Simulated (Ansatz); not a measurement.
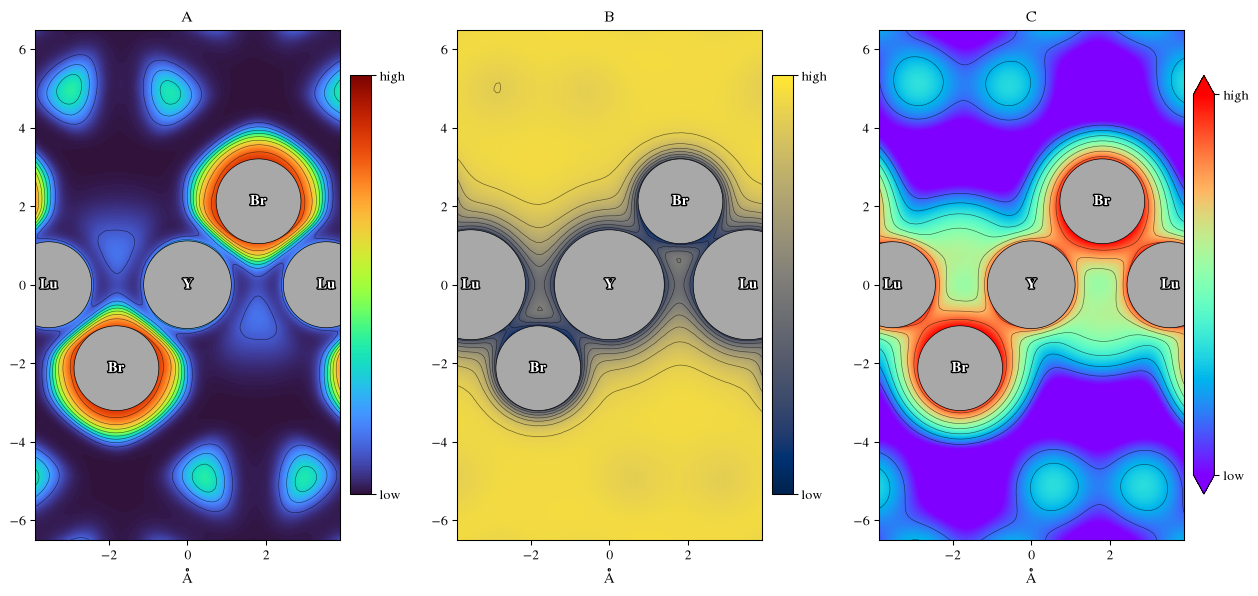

YLuBr$_{6}$: 3 fields on the (011) plane of the conventional cell, with unlabelled colour scales. Grey discs cover the atomic cores.

Space group P1; a structure from a database of computed crystals, not necessarily the ambient phase; started from the KCrF6-148 prototype, which need not be the ambient phase; changed on purpose from its base cell (shaken).

Level of theory: Ansatz 0.2.0, DFT, PBEsol, plane waves, PAW.

### Match the panels to the quantities (electron localisation function, electrostatic potential energy of an electron and valence pseudo-density).

Panel A: electron localisation function. Panel B: electrostatic potential energy of an electron (low next to the atoms, rising into the space between them). Panel C: valence pseudo-density. From the grid: Lu–Br (2.74 Å): the density is about 0.34 e/Å³ at the midpoint; the ELF is about 0.35 at the midpoint. Y–Br (2.79 Å): ρ at the midpoint is about 0.31 e/Å³; the ELF is about 0.35 at the midpoint (a largely ionic contact).
